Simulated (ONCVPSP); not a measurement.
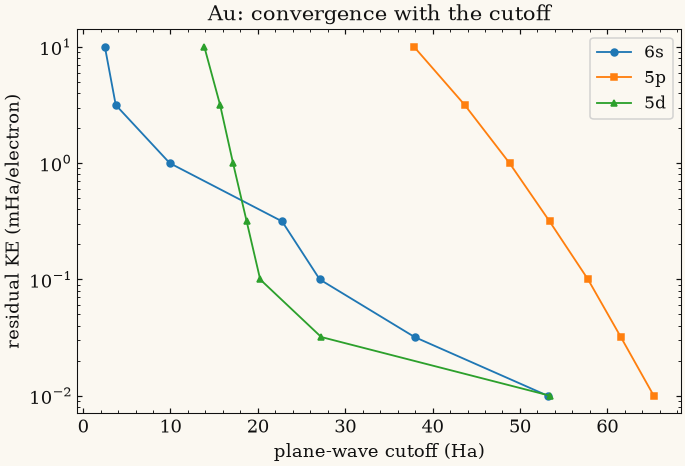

Residual kinetic energy of the pseudo-waves (the first of each channel, and further valence shells) beyond the plane-wave cutoff, as the generator prints it.

Gold, optimised norm-conserving Vanderbilt (ONCV), made with ONCVPSP 4.0.1 (LDA (Perdew-Wang 92), scalar-relativistic). Core [Kr] 4d10 4f14 5s2, reference 5p6 5d10 6s1. Waves: 6s: rc 2.25 bohr, ncon 3, nbas 7, qcut 2.5 1/bohr, 2 projectors, debl 2.3 Ha; 5p: rc 1.30 bohr, ncon 4, nbas 8, qcut 13 1/bohr, 3 projectors, debl 3.4 Ha; 5d: rc 2.15 bohr, ncon 5, nbas 9, qcut 6.4 1/bohr, 3 projectors, debl 1.6 Ha. Local part: polynomial inside 0.80 bohr (lpopt 5, dvloc0 4 Ha). Core correction: polynomial model core, fcfact 0.35.

> Which wave is the hardest at 1 mHa per electron, and which settings govern it?

5p, with rc = 1.30 bohr and qcut = 13 1/bohr. The optimisation minimises, but can't always remove, the kinetic energy above qcut²/2 = 84.5 Ha, and a larger rc would as a rule soften the wave at some cost in transferability.

> Read the cutoffs for an error of 1 mHa per electron.

5p: 49 Ha; 5d: 17 Ha; 6s: 9.9 Ha.

> Which cutoffs does the potential need for its occupied states?

49 Ha for 1 mHa and 58 Ha for 0.1 mHa per electron. The first is set by 5p.

The potential isn't sound: its ghost test gives GHOST(-) flagged for s at -410.8 eV, d at -199.3 eV; GHOST(+) flagged for s at 16.0 eV (flags above 300 eV left out).
